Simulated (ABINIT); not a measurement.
# MgO (Fm-3m): G0W0 with ABINIT, start to end

Aim: the G0W0 gap of MgO (Fm-3m) on PBE, step by step.

Main program and level: ABINIT 10.8.3; PBE and many-body steps on it, plane waves.

**Experimental background.**

- Gap 7.83 eV: literature experimental gap; bulk crystal (quoted in “Electronic structure of alkaline earth and post-transition metal oxides”, 2009, arxiv:0908.1581).

**1. The structure**

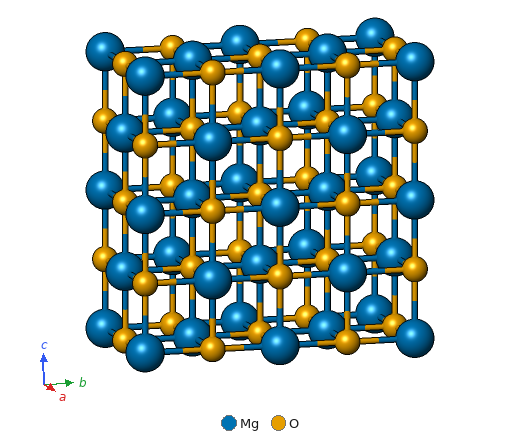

The cell as given, slightly off an axis (magnesium blue, oxygen orange). 1×2×2 cells are drawn. This picture shows the conventional cell, with its axes. Some periodic images of atoms are drawn too.

The cell and positions are those that the Materials Project relaxed with its own functionals (PBE, PBE+U or r2SCAN), kept fixed.

**2. Ground state**

This step: ABINIT 10.8.3; DFT, PBE, plane waves, norm-conserving pseudopotentials.

The ground-state density comes first.

File run.abi:

```
acell 3*1.0 Angstrom
rprim 
  -0.000000000000 2.097001392700 2.097001392700
  2.097001392700 -0.000000000000 2.097001392700
  2.097001392700 2.097001392700 -0.000000000000
ntypat 2
znucl 12 8
natom 2
typat 1 2
xred 
  0.000000000000 0.000000000000 0.000000000000
  0.500000000000 0.500000000000 0.500000000000
pp_dirpath "pseudos"
pseudos "Mg.upf, O.upf"
ecut 38
ngkpt 8 8 8
nshiftk 1
shiftk 0 0 0
kptopt 1
chksymbreak 0
nband 13
occopt 1
tolvrs 1e-10
nstep 60
prtwf 0
optforces 0
optstress 0
indata_prefix "in"
outdata_prefix "out"
tmpdata_prefix "tmp"
```

Started as:

```console
> OMP_NUM_THREADS=1 mpirun -n 8 abinit run.abi > log
```

Numbers of over 12 decimals in the logs are rounded to 6 here.

The program printed:

```text
.Version 10.8.3 of ABINIT. v10.8.2 released Aug 2026.

 Symmetries : space group Fm -3 m (#225); Bravais cF (face-center cubic)
================================================================================
 Values of the parameters that define the memory need of the present run
     intxc =       0    ionmov =       0      iscf =       7    lmnmax =       5
     lnmax =       5     mgfft =      32  mpssoang =       3    mqgrid =    3001
     natom =       2  nloc_mem =       1    nspden =       1   nspinor =       1
    nsppol =       1      nsym =      48    n1xccc =    2501    ntypat =       2
    occopt =       1   xclevel =       2
-    mband =          13        mffmem =           1         mkmem =           4
       mpw =        1410          nfft =       32768          nkpt =          29
================================================================================
  Rough estimation (10% accuracy) of disk space for files :
================================================================================

--------------------------------------------------------------------------------
------------- Echo of variables that govern the present computation ------------
--------------------------------------------------------------------------------
 -outvars: echo values of preprocessed input variables --------
            acell      1.8897261259E+00  1.8897261259E+00  1.8897261259E+00 Bohr

      chksymbreak           0
             ecut      3.80000000E+01 Hartree
-          fftalg         312

              ixc     -101130
              kpt      0.00000000E+00  0.00000000E+00  0.00000000E+00
                       1.25000000E-01  0.00000000E+00  0.00000000E+00
                       2.50000000E-01  0.00000000E+00  0.00000000E+00
                       3.75000000E-01  0.00000000E+00  0.00000000E+00
                       5.00000000E-01  0.00000000E+00  0.00000000E+00
                       1.25000000E-01  1.25000000E-01  0.00000000E+00
                       2.50000000E-01  1.25000000E-01  0.00000000E+00
                       3.75000000E-01  1.25000000E-01  0.00000000E+00
                       5.00000000E-01  1.25000000E-01  0.00000000E+00
   [... 18 further rows ...]
                      -3.75000000E-01  5.00000000E-01  1.25000000E-01
                      -2.50000000E-01  5.00000000E-01  2.50000000E-01
         kptrlatt        8    0    0      0    8    0      0    0    8
          kptrlen      4.48334925E+01
P           mkmem           4
            natom           2
            nband          13
            ngfft          32      32      32
             nkpt          29
            nstep          60
             nsym          48
           ntypat           2
              occ      2.000000  2.000000  2.000000  2.000000  2.000000  2.000000
                       2.000000  2.000000  0.000000  0.000000  0.000000  0.000000
                       0.000000
        optforces           0
        optstress           0
            prtwf           0
            rprim     -0.0000000000E+00  2.0970013927E+00  2.0970013927E+00
[...]
spgroup         225

           tolvrs      1.00000000E-10

             xred      0.0000000000E+00  0.0000000000E+00  0.0000000000E+00
[...]
znucl       12.00000    8.00000

================================================================================

 chkinp: Checking input parameters for consistency.

================================================================================
== DATASET  1 ==================================================================
-   mpi_nproc: 8, omp_nthreads: 1 (-1 if OMP is not activated)

--- !DatasetInfo
iteration_state: {dtset: 1, }
dimensions: {natom: 2, nkpt: 29, mband: 13, nsppol: 1, nspinor: 1, nspden: 1, mpw: 1410, }
cutoff_energies: {ecut:  38.0, pawecutdg:  -1.0, }
electrons: {nelect:   1.60000000E+01, charge:   0.00000000E+00, occopt:   1.00000000E+00, tsmear:   1.00000000E-02, }

 Real(R)+Recip(G) space primitive vectors, cartesian coordinates (Bohr,Bohr^-1):
 R(1)=  0.0000000  3.9627583  3.9627583  G(1)= -0.1261747  0.1261747  0.1261747
 R(2)=  3.9627583  0.0000000  3.9627583  G(2)=  0.1261747 -0.1261747  0.1261747
 R(3)=  3.9627583  3.9627583  0.0000000  G(3)=  0.1261747  0.1261747 -0.1261747
 Unit cell volume ucvol=  1.2445798E+02 bohr^3
 Angles (23,13,12)=  6.00000000E+01  6.00000000E+01  6.00000000E+01 degrees

 getcut: wavevector=  0.0000  0.0000  0.0000  ngfft=  32  32  32
         ecut(hartree)=     38.000   => boxcut(ratio)=   2.05769

--- Pseudopotential description ------------------------------------------------
- Mg Generated using ONCVPSP code by D. R. Hamann
- 12.00000  10.00000  171031                  znucl, zion, pspdat
12 -101130 1 -1 1510                          pspcod,pspxc,lmax,lloc,mmax
     nproj     2     2     0
  pspatm : epsatm=    9.22893308
         --- l  ekb(1:nproj) -->
[...]
pspatm: atomic psp has been read  and splines computed

- O Generated using ONCVPSP code by D. R. Hamann
-  8.00000   6.00000  171031                  znucl, zion, pspdat
12 -101130 2 -1 936                           pspcod,pspxc,lmax,lloc,mmax
     nproj     2     2     1
  pspatm : epsatm=    6.19545534
         --- l  ekb(1:nproj) -->
[...]
1   -4.717130   -1.149271
             2   -1.331955
 pspatm: atomic psp has been read  and splines computed

   2.46790215E+02                                ecore*ucvol(ha*bohr**3)
--------------------------------------------------------------------------------

_setup2: Arith. and geom. avg. npw (full set) are    1393.920    1393.901

================================================================================

--- !BeginCycle
iteration_state: {dtset: 1, }
solver: {iscf: 7, nstep: 60, nline: 4, wfoptalg: 0, }
tolerances: {tolvrs: 1.00E-10, }

     iter   Etot(hartree)      deltaE(h)  residm     vres2
 ETOT  1  -75.935065408622    -7.594E+01 9.238E-02 3.759E+02
 ETOT  2  -75.948061304470    -1.300E-02 1.782E-03 3.414E+02
 ETOT  3  -76.049589092583    -1.015E-01 3.706E-03 3.355E+00
 ETOT  4  -76.050443848706    -8.548E-04 6.433E-04 6.727E-03
 ETOT  5  -76.050444348284    -4.996E-07 3.028E-04 2.929E-04
 ETOT  6  -76.050444431526    -8.324E-08 1.825E-04 1.734E-05
 ETOT  7  -76.050444434780    -3.254E-09 9.311E-05 2.500E-07
 ETOT  8  -76.050444434798    -1.778E-11 6.468E-05 1.722E-08
 ETOT  9  -76.050444434803    -5.485E-12 3.138E-05 4.688E-11

 At SCF step    9       vres2   =  4.69E-11 < tolvrs=  1.00E-10 =>converged.

--- !ResultsGS
iteration_state: {dtset: 1, }
comment   : Summary of ground state results
lattice_vectors:
- [ -0.0000000,   3.9627583,   3.9627583, ]
- [  3.9627583,  -0.0000000,   3.9627583, ]
- [  3.9627583,   3.9627583,  -0.0000000, ]
lattice_lengths: [   5.60419,    5.60419,    5.60419, ]
lattice_angles: [ 60.000,  60.000,  60.000, ] # degrees, (23, 13, 12)
lattice_volume:   1.2445798E+02
convergence: {deltae: -5.485E-12, res2:  4.688E-11, residm:  3.138E-05, diffor:  0.000E+00, }
etotal    :  -7.60504444E+01
entropy   :   0.00000000E+00
fermie    :   1.77897150E-01
cartesian_stress_tensor: null
pressure_GPa: null
xred      :
- [  0.0000E+00,   0.0000E+00,   0.0000E+00, Mg]
- [  5.0000E-01,   5.0000E-01,   5.0000E-01,  O]
cartesian_forces: null
force_length_stats: {min: null, max: null, mean: null, }

 Integrated electronic density in atomic spheres:
 ------------------------------------------------
 Atom  Sphere_radius  Integrated_density
    1        2.00000          8.40527242
    2        2.00000          6.31969377
================================================================================

 ----iterations are completed or convergence reached----

 Mean square residual over all n,k,spin=   88.198E-09; max=  31.375E-06
 reduced coordinates (array xred) for    2 atoms
       0.000000000000      0.000000000000      0.000000000000
       0.500000000000      0.500000000000      0.500000000000
 rms dE/dt=  0.0000E+00; max dE/dt=  0.0000E+00; dE/dt below (all hartree)
    1       0.000000000000      0.000000000000      0.000000000000
    2       0.000000000000      0.000000000000      0.000000000000

 cartesian coordinates (angstrom) at end:
    1      0.000000     0.000000     0.000000
    2      2.097001     2.097001     2.097001
 length scales=  1.889726125908  1.889726125908  1.889726125908 bohr
              =  1.000000000000  1.000000000000  1.000000000000 angstroms
 prteigrs : about to open file out_EIG
 Fermi (or HOMO) energy (hartree) =   0.17790   Average Vxc (hartree)=  -0.42142
 Eigenvalues (hartree) for nkpt=  29  k points:
 kpt#   1, nband= 13, wtk=  0.00195, kpt=  0.0000  0.0000  0.0000 (reduced coord)
  -2.47971   -1.25783   -1.25783   -1.25783   -0.45613    0.17790    0.17790    0.17790
   0.35778    0.76721    0.76721    0.76721    0.90692
 prteigrs : prtvol=0 or 1, do not print more k-points.

--- !EnergyTerms
iteration_state     : {dtset: 1, }
comment             : Components of total free energy in Hartree
kinetic             :  4.53474650730970E+01
hartree             :  2.06541409295772E+01
xc                  : -1.22547802114040E+01
Ewald energy        : -4.75873828125848E+01
psp_core            :  1.98291994737388E+00
local_psp           : -6.34768462250543E+01
non_local_psp       : -2.07159611358079E+01
total_energy        : -7.60504444348030E+01
total_energy_eV     : -2.06943801769394E+03
band_energy         : -1.27012741502449E+01

== END DATASET(S) ==============================================================
================================================================================

 -outvars: echo values of variables after computation  --------
           etotal     -7.6050444435E+01
            nband          13
             nkpt          29
          spgroup         225
 [... the other variables as echoed above ...]

 Calculation completed.
```

It took 2.9 s on 8 MPI ranks of Arm Neoverse V2, shared host; peak memory 0.07 GiB.

Numbers from this step:

```
total energy               : -2069.4380 eV
gap                        : 4.895 eV
k of the valence top       : 0, 0, 0
k of the conduction bottom : 0, 0, 0
least direct gap           : 4.895 eV
```

The gap is direct, at Γ.

**3. Bands along the symmetry lines**

Levels along a band path, at the cheap level, show where the edges lie and whether the meshes to come will hold them.

File run.abi:

```
acell 3*1.0 Angstrom
rprim 
  -0.000000000000 2.097001392700 2.097001392700
  2.097001392700 -0.000000000000 2.097001392700
  2.097001392700 2.097001392700 -0.000000000000
ntypat 2
znucl 12 8
natom 2
typat 1 2
xred 
  0.000000000000 0.000000000000 0.000000000000
  0.500000000000 0.500000000000 0.500000000000
pp_dirpath "pseudos"
pseudos "Mg.upf, O.upf"
ecut 38
iscf -2
irdden 1
kptopt 0
nkpt 50
kpt 
  0.00000000 0.00000000 0.00000000
  0.06250000 0.00000000 0.06250000
  0.12500000 0.00000000 0.12500000
  0.18750000 0.00000000 0.18750000
  0.25000000 0.00000000 0.25000000
  0.31250000 0.00000000 0.31250000
  0.37500000 0.00000000 0.37500000
  0.43750000 0.00000000 0.43750000
  0.50000000 0.00000000 0.50000000
  0.51562500 0.03125000 0.51562500
  0.53125000 0.06250000 0.53125000
  0.54687500 0.09375000 0.54687500
  0.56250000 0.12500000 0.56250000
  0.57812500 0.15625000 0.57812500
  0.59375000 0.18750000 0.59375000
  0.60937500 0.21875000 0.60937500
  0.62500000 0.25000000 0.62500000
  0.37500000 0.37500000 0.75000000
  0.32812500 0.32812500 0.65625000
  0.28125000 0.28125000 0.56250000
  0.23437500 0.23437500 0.46875000
  0.18750000 0.18750000 0.37500000
  0.14062500 0.14062500 0.28125000
  0.09375000 0.09375000 0.18750000
  0.04687500 0.04687500 0.09375000
  0.00000000 0.00000000 0.00000000
  0.06250000 0.06250000 0.06250000
  0.12500000 0.12500000 0.12500000
  0.18750000 0.18750000 0.18750000
  0.25000000 0.25000000 0.25000000
  0.31250000 0.31250000 0.31250000
  0.37500000 0.37500000 0.37500000
  0.43750000 0.43750000 0.43750000
  0.50000000 0.50000000 0.50000000
  0.50000000 0.46875000 0.53125000
  0.50000000 0.43750000 0.56250000
  0.50000000 0.40625000 0.59375000
  0.50000000 0.37500000 0.62500000
  0.50000000 0.34375000 0.65625000
  0.50000000 0.31250000 0.68750000
  0.50000000 0.28125000 0.71875000
  0.50000000 0.25000000 0.75000000
  0.50000000 0.21875000 0.71875000
  0.50000000 0.18750000 0.68750000
  0.50000000 0.15625000 0.65625000
  0.50000000 0.12500000 0.62500000
  0.50000000 0.09375000 0.59375000
  0.50000000 0.06250000 0.56250000
  0.50000000 0.03125000 0.53125000
  0.50000000 0.00000000 0.50000000
istwfk *1
nband 18
nbdbuf 5
tolwfr 1e-07
nstep 50
prtwf 0
prtvol 0
indata_prefix "in"
outdata_prefix "out"
tmpdata_prefix "tmp"
```

The program printed:

```text
.Version 10.8.3 of ABINIT. v10.8.2 released Aug 2026.

 Symmetries : space group Fm -3 m (#225); Bravais cF (face-center cubic)
[... echo of the input left out ...]
== DATASET  1 ==================================================================
-   mpi_nproc: 8, omp_nthreads: 1 (-1 if OMP is not activated)

--- !DatasetInfo
iteration_state: {dtset: 1, }
dimensions: {natom: 2, nkpt: 50, mband: 18, nsppol: 1, nspinor: 1, nspden: 1, mpw: 1411, }
cutoff_energies: {ecut:  38.0, pawecutdg:  -1.0, }
electrons: {nelect:   1.60000000E+01, charge:   0.00000000E+00, occopt:   1.00000000E+00, tsmear:   1.00000000E-02, }

 Real(R)+Recip(G) space primitive vectors, cartesian coordinates (Bohr,Bohr^-1):
 R(1)=  0.0000000  3.9627583  3.9627583  G(1)= -0.1261747  0.1261747  0.1261747
 R(2)=  3.9627583  0.0000000  3.9627583  G(2)=  0.1261747 -0.1261747  0.1261747
 R(3)=  3.9627583  3.9627583  0.0000000  G(3)=  0.1261747  0.1261747 -0.1261747
 Unit cell volume ucvol=  1.2445798E+02 bohr^3
 Angles (23,13,12)=  6.00000000E+01  6.00000000E+01  6.00000000E+01 degrees

 getcut: wavevector=  0.0000  0.0000  0.0000  ngfft=  32  32  32
         ecut(hartree)=     38.000   => boxcut(ratio)=   2.05769

--- Pseudopotential description ------------------------------------------------
- Mg Generated using ONCVPSP code by D. R. Hamann
- 12.00000  10.00000  171031                  znucl, zion, pspdat
12 -101130 1 -1 1510                          pspcod,pspxc,lmax,lloc,mmax
     nproj     2     2     0
  pspatm : epsatm=    9.22893308
         --- l  ekb(1:nproj) -->
             0    2.250005   -0.808630
             1   -6.469357   -2.503313
 pspatm: atomic psp has been read  and splines computed

- O Generated using ONCVPSP code by D. R. Hamann
-  8.00000   6.00000  171031                  znucl, zion, pspdat
12 -101130 2 -1 936                           pspcod,pspxc,lmax,lloc,mmax
     nproj     2     2     1
  pspatm : epsatm=    6.19545534
         --- l  ekb(1:nproj) -->
             0    6.056735    0.824024
[...]
2   -1.331955
 pspatm: atomic psp has been read  and splines computed

--------------------------------------------------------------------------------

================================================================================
 prteigrs : about to open file out_EIG
 Non-SCF case, kpt    1 (  0.00000  0.00000  0.00000), residuals and eigenvalues=
  9.42E-09  2.83E-08  6.52E-08  6.50E-09  9.60E-09  8.72E-08  1.35E-08  5.99E-08
  1.23E-08  8.79E-09  8.83E-09  5.02E-08  3.11E-08  1.44E-08  9.30E-08  4.67E-08
  9.90E-08  3.39E-08
 -2.4797E+00 -1.2578E+00 -1.2578E+00 -1.2578E+00 -4.5613E-01  1.7790E-01
  1.7790E-01  1.7790E-01  3.5778E-01  7.6721E-01  7.6721E-01  7.6721E-01
  9.0692E-01  9.8181E-01  9.8181E-01  1.0811E+00  1.0811E+00  1.0811E+00
 Non-SCF case, kpt    2 (  0.06250  0.00000  0.06250), residuals and eigenvalues=
  9.59E-09  1.47E-08  6.40E-09  6.19E-08  1.79E-08  2.84E-08  8.79E-09  2.99E-08
[...]
3.69E-08  4.79E-08
[...]
Non-SCF case, kpt    3 (  0.12500  0.00000  0.12500), residuals and eigenvalues=
[...]
Non-SCF case, kpt   49 (  0.50000  0.03125  0.53125), residuals and eigenvalues=
[...]
Non-SCF case, kpt   50 (  0.50000  0.00000  0.50000), residuals and eigenvalues=
[...]
1.2827E-01  1.2827E-01  5.1764E-01  5.5107E-01  6.6414E-01  8.8312E-01
  8.8312E-01  1.1269E+00  1.1843E+00  1.3299E+00  1.3299E+00  1.4468E+00

--- !ResultsGS
iteration_state: {dtset: 1, }
comment   : Summary of ground state results
lattice_vectors:
- [ -0.0000000,   3.9627583,   3.9627583, ]
- [  3.9627583,  -0.0000000,   3.9627583, ]
- [  3.9627583,   3.9627583,  -0.0000000, ]
lattice_lengths: [   5.60419,    5.60419,    5.60419, ]
lattice_angles: [ 60.000,  60.000,  60.000, ] # degrees, (23, 13, 12)
lattice_volume:   1.2445798E+02
convergence: {deltae:  0.000E+00, res2:  0.000E+00, residm:  9.989E-08, diffor:  0.000E+00, }
etotal    :  -7.60504444E+01
entropy   :   0.00000000E+00
fermie    :   1.77897150E-01
cartesian_stress_tensor: null
pressure_GPa: null
xred      :
- [  0.0000E+00,   0.0000E+00,   0.0000E+00, Mg]
- [  5.0000E-01,   5.0000E-01,   5.0000E-01,  O]
cartesian_forces: null
force_length_stats: {min: null, max: null, mean: null, }

 Integrated electronic density in atomic spheres:
 ------------------------------------------------
 Atom  Sphere_radius  Integrated_density
[...]
================================================================================

 ----iterations are completed or convergence reached----

 Mean square residual over all n,k,spin=   31.759E-09; max=  99.886E-09
 reduced coordinates (array xred) for    2 atoms
       0.000000000000      0.000000000000      0.000000000000
       0.500000000000      0.500000000000      0.500000000000

 cartesian coordinates (angstrom) at end:
    1      0.000000     0.000000     0.000000
    2      2.097001     2.097001     2.097001
 length scales=  1.889726125908  1.889726125908  1.889726125908 bohr
              =  1.000000000000  1.000000000000  1.000000000000 angstroms
 prteigrs : about to open file out_EIG
 Eigenvalues (hartree) for nkpt=  50  k points:
 kpt#   1, nband= 18, wtk=  1.00000, kpt=  0.0000  0.0000  0.0000 (reduced coord)
[...]
kpt#   2, nband= 18, wtk=  1.00000, kpt=  0.0625  0.0000  0.0625 (reduced coord)
[...]
kpt#   3, nband= 18, wtk=  1.00000, kpt=  0.1250  0.0000  0.1250 (reduced coord)
[...]
kpt#  49, nband= 18, wtk=  1.00000, kpt=  0.5000  0.0313  0.5313 (reduced coord)
[...]
1.33091    1.46604
 kpt#  50, nband= 18, wtk=  1.00000, kpt=  0.5000  0.0000  0.5000 (reduced coord)
  -2.47926   -1.26059   -1.25891   -1.25891   -0.39813    0.02762    0.12827    0.12827
   0.51764    0.55107    0.66414    0.88312    0.88312    1.12685    1.18428    1.32995
   1.32995    1.44675

== END DATASET(S) ==============================================================
================================================================================

 -outvars: echo values of variables after computation  --------
            nband          18
             nkpt          50
          spgroup         225
 [... the other variables as echoed above ...]

 Calculation completed.
```

Wall time 2.4 s (8 MPI ranks); peak memory 0.07 GiB; 18 s of CPU time.

This step gave:

| Item | Value |
| --- | --- |
| gap | 4.895 eV |
| k of the valence top | 0, 0, 0 |
| k of the conduction bottom | 0, 0, 0 |
| least direct gap | 4.895 eV |

The gap is 4.895 eV, as in the run before at this level.

Electronic bands along the path, in eV, zero at the top of the highest filled band; v1 is the highest filled band, c1 the lowest empty one:

| point | v4 | v3 | v2 | v1 | c1 | c2 | c3 | c4 |
| --- | --- | --- | --- | --- | --- | --- | --- | --- |
| Γ | -17.25 | 0.00 | 0.00 | 0.00 | 4.89 | 16.04 | 16.04 | 16.04 |
| X | -15.67 | -4.09 | -1.35 | -1.35 | 9.24 | 10.15 | 13.23 | 19.19 |
| U | -15.65 | -3.50 | -2.72 | -1.15 | 10.22 | 11.95 | 12.66 | 18.34 |
| jump to K | -15.65 | -3.50 | -2.72 | -1.15 | 10.22 | 11.95 | 12.66 | 18.34 |
| Γ | -17.25 | 0.00 | 0.00 | 0.00 | 4.89 | 16.04 | 16.04 | 16.04 |
| L | -15.90 | -4.64 | -0.65 | -0.65 | 8.02 | 12.76 | 16.49 | 16.49 |
| W | -15.61 | -2.96 | -2.96 | -1.78 | 11.77 | 11.77 | 12.35 | 15.74 |
| X | -15.67 | -4.09 | -1.35 | -1.35 | 9.24 | 10.15 | 13.23 | 19.19 |

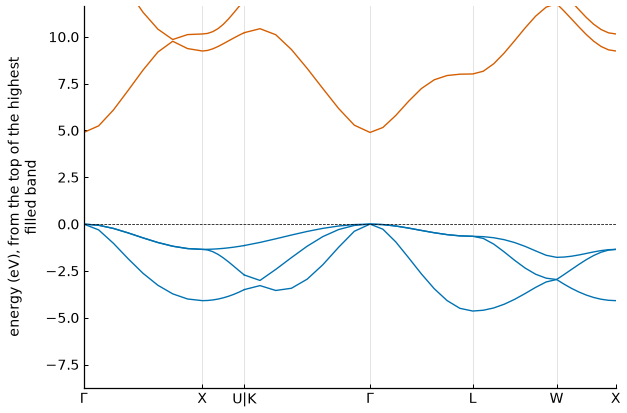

Electronic bands along the path; lines of filled and empty bands in two colours.

(Part 1 of 2 ends here.)

[Paths, hosts, dates, memory and timing lines, banners, echoed tables and standing remarks are left out of the program output.]

[Logs are printed without paths, hosts, clocks, repeated set-up lines and the standing remarks that a program may print on its own settings, such as how far it seeks lower states.]

[Runs of the session that timed out or met a known fault of the program may be left out.]

[Hosts, paths, dates, database ids (printed as entryN), source tags and the programs' standing remarks are cut or masked in the printed files.]

[G0W0 gaps are taken among the corrected bands and points alone; a level outside them can change the order at an edge.]

[Where Ansatz stands beside ABINIT at settings called matched, ABINIT's density can come from a denser mesh and the files from another edition; pairs whose starting gaps differed by over 0.03 eV were left out, so agreement reads better than it is.]
